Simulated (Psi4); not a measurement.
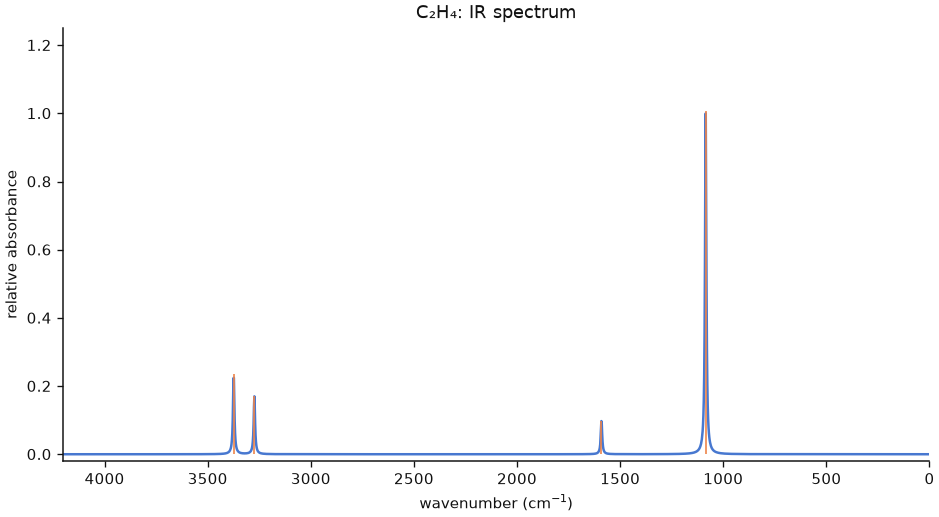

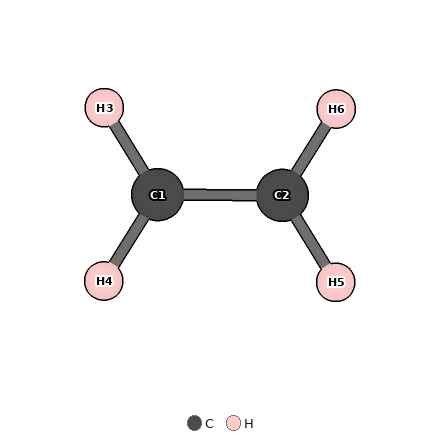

Infrared spectrum of C₂H₄, SMILES C=C. Unscaled harmonic wavenumbers and double-harmonic intensities, HF/def2-TZVP with Psi4 1.11, at a geometry relaxed at this level, isolated molecule. Lorentzian lines of 8 cm⁻¹ full width. Close modes add up in the curve.

Which lines are the most intense?

Answer. 1085.2 cm⁻¹ (117.9 km/mol), 3373.9 cm⁻¹ (27.7 km/mol) and 3273.7 cm⁻¹ (19.9 km/mol).

List the modes.

Answer.
| cm⁻¹ | km/mol |
| --- | --- |
| 891.2 | 0.0 |
| 1085.2 | 117.9 |
| 1105.9 | 0.0 |
| 1140.2 | 0.0 |
| 1343.4 | 0.0 |
| 1475.8 | 0.0 |
| 1590.5 | 11.6 |
| 1819.6 | 0.0 |
| 3273.7 | 19.9 |
| 3293.9 | 0.0 |
| 3345.3 | 0.0 |
| 3373.9 | 27.7 |

Known limits of this run: Hartree-Fock puts harmonic wavenumbers well above measured bands, often by about a tenth and by far more where static correlation matters.
